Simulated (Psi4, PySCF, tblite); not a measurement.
Intermolecular potential of CF4 ··· CH3Br (SMILES FC(F)(F)F and CBr). Monomers: optimised at B3LYP-D3(BJ) (def2-TZVP), held rigid. Orientation: lowest of the rigid-body minima from ten starts at GFN2-xTB. Only R, the distance of the centres of mass, is varied, so the lowest point isn't the relaxed dimer.

Geometry at R = 3.86 Å (first 5 atoms: monomer A):
```
10

F     -0.8640    -0.4775    -0.8852
C     -0.0001     0.0001     0.0000
F     -0.3034     1.2606     0.2778
F     -0.0584    -0.7237     1.1094
F      1.2258    -0.0595    -0.5020
C      2.6838     1.7896    -3.1224
Br     0.7408     2.0256    -3.1443
H      3.1269     2.7377    -2.8389
H      2.9905     1.4955    -4.1199
H      2.9129     1.0167    -2.3973
```

- PBE/def2-TZVP, counterpoise-corrected (Psi4)
- SAPT0/jun-cc-pVDZ, frozen core (Psi4)
- revPBE/def2-TZVP, counterpoise-corrected (Psi4)
- GFN2-xTB (tblite)
- RKS-B3LYP/6-31G* = restricted B3LYP/6-31G*, spherical d, no counterpoise correction in PySCF

Interaction energies in kJ/mol (negative: bound); R is the distance of the centres of mass, d the F5···H10 distance.

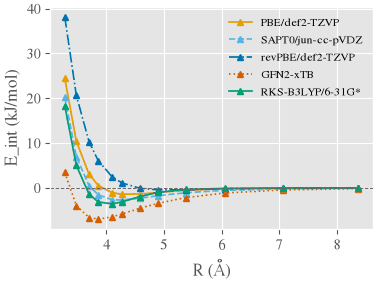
Fig. 1. Interaction energy against separation.

```tsv
R / Å	d / Å	PBE/def2-TZVP	SAPT0/jun-cc-pVDZ	revPBE/def2-TZVP	GFN2-xTB	RKS-B3LYP/6-31G*
3.28	2.23	24.46	20.26	38.13	3.44	18.34
3.48	2.41	10.40	6.98	20.62	-3.97	5.00
3.70	2.61	3.05	0.47	10.28	-6.62	-1.40
3.86	2.76	0.51	-1.58	6.03	-6.98	-3.16
4.10	2.98	-1.09	-2.66	2.46	-6.48	-3.58
4.27	3.14	-1.43	-2.72	1.10	-5.83	-3.14
4.58	3.43	-1.37	-2.32	-0.09	-4.56	-1.95
4.90	3.74	-1.03	-1.75	-0.46	-3.42	-0.99
5.37	4.19	-0.56	-1.09	-0.43	-2.19	-0.34
6.05	4.86	-0.20	-0.56	-0.20	-1.15	-0.13
7.05	5.84	-0.06	-0.23	-0.06	-0.48	-0.06
8.36	7.13	-0.02	-0.09	-0.02	-0.18	-0.02
```

Lowest grid point: PBE/def2-TZVP -1.43 kJ/mol at R = 4.27 Å; SAPT0/jun-cc-pVDZ -2.72 kJ/mol at R = 4.27 Å; revPBE/def2-TZVP -0.46 kJ/mol at R = 4.90 Å; GFN2-xTB -6.98 kJ/mol at R = 3.86 Å; RKS-B3LYP/6-31G* -3.58 kJ/mol at R = 4.10 Å.
